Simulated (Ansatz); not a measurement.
**CCSD(T)/def2-SVP (core potential) run of CH5FOSn (SMILES C[O][SnH2][F])**

Aim: the vertical ionisation energy of CH5FOSn at CCSD(T)/def2-SVP (core potential), from 2 runs. 

The calculation is run with Ansatz 0.2.0.

97 further runs of the same task are left out: 97 set aside as unsound or not needed. Runs told in other sessions of the task aren't counted.

### Step 1. The system as given

The species is CH5FOSn (9 atoms), meant as a singlet with charge 0. SMILES: `C[O][SnH2][F]`. Geometry: relaxed at PBE0-D4/def2-TZVP. This is one conformer, not always the lowest.

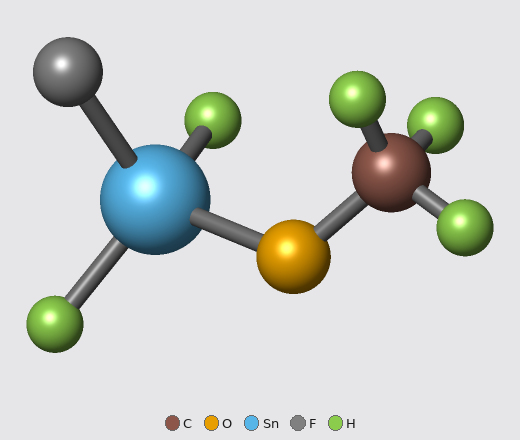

The structure, seen from a chosen angle (carbon brown, oxygen amber, tin blue, fluorine grey, hydrogen green).

### Step 2. A single-point energy at CCSD(T)/def2-SVP (core potential)

File input.yaml:

```yaml
crystal:
  periodic: [false, false, false]
  atoms:
    - {symbol: C, position_ang: [0.518500, 1.372900, 0.070100]}
    - {symbol: O, position_ang: [0.868000, 0.081800, -0.373800]}
    - {symbol: Sn, position_ang: [-0.399500, -1.388400, -0.243800]}
    - {symbol: F, position_ang: [-0.697400, -1.629400, 1.640500]}
    - {symbol: H, position_ang: [1.313300, 2.060500, -0.231100]}
    - {symbol: H, position_ang: [-0.420600, 1.731700, -0.373400]}
    - {symbol: H, position_ang: [0.422100, 1.418200, 1.160900]}
    - {symbol: H, position_ang: [-1.916000, -0.924300, -0.859900]}
    - {symbol: H, position_ang: [0.399900, -2.769100, -0.806400]}
basis:
  gaussian: {orbitals: def2-SVP}
correlation: {method: ccsd_t, frozen_orbitals: {C: 1, F: 1, H: 0, O: 1, Sn: 4}}
accuracy: high
total_charge: 0
scf: {omitted_lower_state_checks: [cluster_reference, increment]}
```

On the command line:

```
$ ansatz run input.yaml --threads 1 --pin off --max-ram 3480MiB --events-out events.jsonl --progress --plain --runs-dir runs
```

Standard output:

```text
Warning: RAYON_NUM_THREADS=1 ignored (pool sized by the plan → 1); use --threads N
Functional definition: HF
  name "HF"
  exchange = exact_x
  correlation = 0
these checks for a lower state are left out or cut short: cluster_reference, increment
2253 factors; integrals over basis functions are off by at most 3.4e-9 eV
mean field evaluation 1: about -11649.7846 eV, gradient 4.1e1 eV
mean field evaluation 2: about -11649.9242 eV, gradient 4.2e1 eV
mean field evaluation 4: about -11653.5113 eV, gradient 2.8e0 eV
mean field evaluation 8: about -11653.5523 eV, gradient 3.1e-1 eV
mean field evaluation 16: about -11653.5526 eV, gradient 2.6e-8 eV
mean field -11653.55256855 eV, -428.2601578325 hartree, gradient 3.2e-8 eV, S^2 0.000000; 0 other end points of the search recorded, 0 dependent functions left out
7 core orbitals not correlated: weight in the atoms' cores, before any rotation towards them, 1.000 or more for the frozen orbitals, at most 0.000 for the correlated occupied ones
reference -11653.55256855 eV, -428.2601578325 hartree; 18, 18 occupied and 68, 68 virtual orbitals, 2253 factors
second order -17.20291106 eV of doubles, -0.00000000 eV of singles
cycle   1  -17.54261299 eV  change   -3.4e-1 eV  update   1.1e-1
cycle   2  -18.01046895 eV  change   -4.7e-1 eV  update   3.3e-2
cycle   3  -18.15601332 eV  change   -1.5e-1 eV  update   1.9e-2
cycle   4  -18.15068053 eV  change    5.3e-3 eV  update   4.2e-3
cycle   5  -18.14830163 eV  change    2.4e-3 eV  update   1.9e-3
cycle   6  -18.14880708 eV  change   -5.1e-4 eV  update   6.5e-4
cycle   7  -18.14861693 eV  change    1.9e-4 eV  update   2.3e-4
cycle   8  -18.14852645 eV  change    9.0e-5 eV  update   8.0e-5
cycle   9  -18.14854832 eV  change   -2.2e-5 eV  update   2.8e-5
cycle  10  -18.14855868 eV  change   -1.0e-5 eV  update   9.9e-6
cycle  11  -18.14855509 eV  change    3.6e-6 eV  update   3.3e-6
cycle  12  -18.14855781 eV  change   -2.7e-6 eV  update   1.3e-6
cycle  13  -18.14855869 eV  change   -8.9e-7 eV  update   4.7e-7
cycle  14  -18.14855903 eV  change   -3.3e-7 eV  update   2.1e-7
cycle  15  -18.14855926 eV  change   -2.3e-7 eV  update   9.4e-8
cycle  16  -18.14855931 eV  change   -5.0e-8 eV  update   4.7e-8
cycle  17  -18.14855929 eV  change    1.7e-8 eV  update   2.9e-8
cycle  18  -18.14855929 eV  change    1.6e-9 eV  update   1.1e-7
cycle  19  -18.14855929 eV  change   5.4e-10 eV  update   2.7e-8
cycle  20  -18.14855928 eV  change    7.8e-9 eV  update   8.6e-9
cycle  21  -18.14855928 eV  change    2.1e-9 eV  update   3.7e-9
perturbative correction -0.40212651 eV, -0.0147778768 hartree
Total energy: -11672.10325434 eV, -428.9418829612 hartree
Checks for a lower state left out: cluster_reference, increment
```

Run time: 46 s. Hardware: 1 thread of Arm Neoverse V2, shared host; peak memory 0.68 GiB.

### Step 3. The doublet cation at the same level

File run.yaml:

```yaml
crystal:
  periodic: [false, false, false]
  atoms:
    - symbol: C
      position_ang: [0.518500, 1.372900, 0.070100]
    - symbol: O
      position_ang: [0.868000, 0.081800, -0.373800]
    - symbol: Sn
      position_ang: [-0.399500, -1.388400, -0.243800]
    - symbol: F
      position_ang: [-0.697400, -1.629400, 1.640500]
    - symbol: H
      position_ang: [1.313300, 2.060500, -0.231100]
    - symbol: H
      position_ang: [-0.420600, 1.731700, -0.373400]
    - symbol: H
      position_ang: [0.422100, 1.418200, 1.160900]
    - symbol: H
      position_ang: [-1.916000, -0.924300, -0.859900]
    - symbol: H
      position_ang: [0.399900, -2.769100, -0.806400]
basis:
  gaussian:
    orbitals: def2-SVP
scf:
  omitted_lower_state_checks: [cluster_reference, increment]
magnetization:
  spin_polarized: true
  initial_magnetization: 1
accuracy: high
correlation:
  method: ccsd_t
  frozen_orbitals: {C: 1, F: 1, H: 0, O: 1, Sn: 4}
total_charge: 1
```

On the command line:

```
$ ansatz run run.yaml --threads 1 --pin off --max-ram 3480MiB --events-out events.jsonl --progress --plain --runs-dir runs
```

Standard output:

```text
Warning: RAYON_NUM_THREADS=1 ignored (pool sized by the plan → 1); use --threads N
[... 4 set-up lines as earlier in the session ...]
these checks for a lower state are left out or cut short: cluster_reference, increment
2254 factors; integrals over basis functions are off by at most 3.4e-9 eV
mean field evaluation 1: about -11631.2495 eV, gradient 4.8e1 eV
mean field evaluation 2: about -11631.3902 eV, gradient 4.8e1 eV
mean field evaluation 4: about -11642.3859 eV, gradient 6.8e0 eV
mean field evaluation 8: about -11644.3070 eV, gradient 9.8e-1 eV
mean field evaluation 16: about -11644.3614 eV, gradient 6.0e-4 eV
mean field evaluation 32: about -11636.4037 eV, gradient 4.0e1 eV
mean field evaluation 64: about -11644.3534 eV, gradient 2.4e-1 eV
mean field evaluation 96: about -11644.3614 eV, gradient 2.8e-6 eV
mean field -11644.36138159 eV, -427.9223879417 hartree, gradient 1.6e-8 eV, S^2 0.760324; 5 other end points of the search recorded, 0 dependent functions left out
7 core orbitals not correlated: weight in the atoms' cores, before any rotation towards them, 1.000 or more for the frozen orbitals, at most 0.000 for the correlated occupied ones
reference -11644.36138159 eV, -427.9223879417 hartree; 18, 17 occupied and 68, 69 virtual orbitals, 2254 factors
second order -15.84546580 eV of doubles, -0.00000000 eV of singles
cycle   1  -16.46622310 eV  change   -6.2e-1 eV  update   1.1e-1
cycle   2  -16.94472284 eV  change   -4.8e-1 eV  update   4.0e-2
cycle   3  -17.12758429 eV  change   -1.8e-1 eV  update   3.0e-2
cycle   4  -17.15037512 eV  change   -2.3e-2 eV  update   1.5e-2
cycle   5  -17.14923760 eV  change    1.1e-3 eV  update   9.1e-3
cycle   6  -17.15382289 eV  change   -4.6e-3 eV  update   3.8e-3
cycle   7  -17.15683320 eV  change   -3.0e-3 eV  update   1.8e-3
cycle   8  -17.15670016 eV  change    1.3e-4 eV  update   8.9e-4
cycle   9  -17.15684372 eV  change   -1.4e-4 eV  update   6.1e-4
cycle  10  -17.15679036 eV  change    5.3e-5 eV  update   4.7e-4
cycle  11  -17.15655466 eV  change    2.4e-4 eV  update   3.1e-4
cycle  12  -17.15671182 eV  change   -1.6e-4 eV  update   2.2e-4
cycle  13  -17.15676705 eV  change   -5.5e-5 eV  update   1.6e-4
cycle  14  -17.15684181 eV  change   -7.5e-5 eV  update   1.5e-4
cycle  15  -17.15693027 eV  change   -8.8e-5 eV  update   1.4e-4
cycle  16  -17.15692421 eV  change    6.1e-6 eV  update   1.2e-4
cycle  17  -17.15688916 eV  change    3.5e-5 eV  update   9.4e-5
cycle  18  -17.15687224 eV  change    1.7e-5 eV  update   6.0e-5
cycle  19  -17.15688491 eV  change   -1.3e-5 eV  update   4.3e-5
cycle  20  -17.15690234 eV  change   -1.7e-5 eV  update   2.8e-5
cycle  21  -17.15691235 eV  change   -1.0e-5 eV  update   1.9e-5
cycle  22  -17.15689751 eV  change    1.5e-5 eV  update   8.9e-6
cycle  23  -17.15688905 eV  change    8.5e-6 eV  update   5.0e-6
cycle  24  -17.15688534 eV  change    3.7e-6 eV  update   2.8e-6
cycle  25  -17.15688365 eV  change    1.7e-6 eV  update   1.5e-6
cycle  26  -17.15688352 eV  change    1.3e-7 eV  update   1.0e-6
cycle  27  -17.15688373 eV  change   -2.0e-7 eV  update   5.0e-7
cycle  28  -17.15688360 eV  change    1.3e-7 eV  update   2.5e-7
cycle  29  -17.15688356 eV  change    4.7e-8 eV  update   1.6e-7
cycle  30  -17.15688353 eV  change    2.8e-8 eV  update   1.0e-7
cycle  31  -17.15688354 eV  change   -1.1e-8 eV  update   7.9e-8
cycle  32  -17.15688355 eV  change   -7.9e-9 eV  update   6.6e-8
cycle  33  -17.15688355 eV  change  -3.7e-10 eV  update   5.6e-8
cycle  34  -17.15688356 eV  change   -1.7e-8 eV  update   4.7e-8
cycle  35  -17.15688360 eV  change   -3.2e-8 eV  update   9.4e-8
cycle  36  -17.15688359 eV  change    2.6e-9 eV  update   4.0e-8
cycle  37  -17.15688359 eV  change  -7.5e-10 eV  update   2.7e-8
cycle  38  -17.15688360 eV  change   -2.6e-9 eV  update   1.9e-8
cycle  39  -17.15688360 eV  change   -1.5e-9 eV  update   1.0e-8
cycle  40  -17.15688360 eV  change   -2.0e-9 eV  update   5.7e-9
cycle  41  -17.15688360 eV  change   4.4e-10 eV  update   3.3e-9
perturbative correction -0.39039033 eV, -0.0143465801 hartree
Total energy: -11661.90865552 eV, -428.5672383648 hartree
Checks for a lower state left out: cluster_reference, increment
```

Wall time 4.3 min (1 thread of Arm Neoverse V2, shared host); peak memory 1.5 GiB.

### Step 4. Summary of results

Level: CCSD(T)/def2-SVP (core potential), 7 core orbitals frozen.

```
                                                    quantity          value
                               singlet CH5FOSn: total energy  -428.94188 Eh
singlet CH5FOSn: correlation energy (7 core orbitals frozen)     -681.7 mEh
                             singlet CH5FOSn: (T) correction     -14.78 mEh
                              singlet CH5FOSn: T1 diagnostic          0.012
                                doublet cation: total energy  -428.56724 Eh
 doublet cation: correlation energy (7 core orbitals frozen)     -644.9 mEh
                              doublet cation: (T) correction     -14.35 mEh
           doublet cation: ⟨S²⟩ of the reference determinant          0.760
                               doublet cation: T1 diagnostic          0.021
          vertical ionisation energy (to the doublet cation)      10.195 eV
```

In words: The vertical ionisation energy comes to 10.19 eV (235 kcal/mol). The triples (singlet CH5FOSn) make up 2.2 % of the correlation energy. The triples (doublet cation) make up 2.2 % of the correlation energy.
